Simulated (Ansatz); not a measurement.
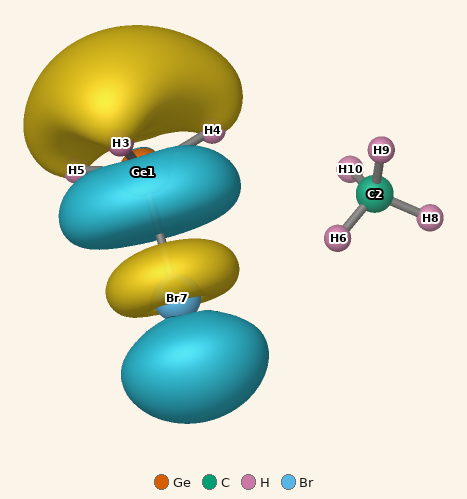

The picture shows: BrGeH3···CH4. The LUMO at ±0.08 Å⁻³ᐟ² (yellow and cyan are the two phases), seen at an oblique angle.

The product side of a reaction path; geometry: PBE0-D4/def2-TZVP; a saddle point, not a minimum.

Method: RKS PBE0-D4/def2-TZVPP (Ansatz).

```yaml
atoms:
  - { symbol: Ge, position_ang: [-0.7619, 1.6966, -1.1402] }
  - { symbol: C, position_ang: [0.6216, -1.6103, 1.2383] }
  - { symbol: H, position_ang: [-2.0207, 1.6336, -2.0106] }
  - { symbol: H, position_ang: [-0.9395, 0.9291, 0.1722] }
  - { symbol: H, position_ang: [-0.3151, 3.1414, -0.8980] }
  - { symbol: H, position_ang: [0.9809, -1.3010, 0.2572] }
  - { symbol: Br, position_ang: [0.9294, 0.6531, -2.3189] }
  - { symbol: H, position_ang: [1.1790, -2.4856, 1.5711] }
  - { symbol: H, position_ang: [-0.4380, -1.8585, 1.1773] }
  - { symbol: H, position_ang: [0.7642, -0.7985, 1.9516] }
```

> Describe this orbital and give its energy.

Its weight (Hirshfeld) is mainly on Ge1 (about 50 %) and Br7 (about 35 %). Its energy is −0.63 eV.
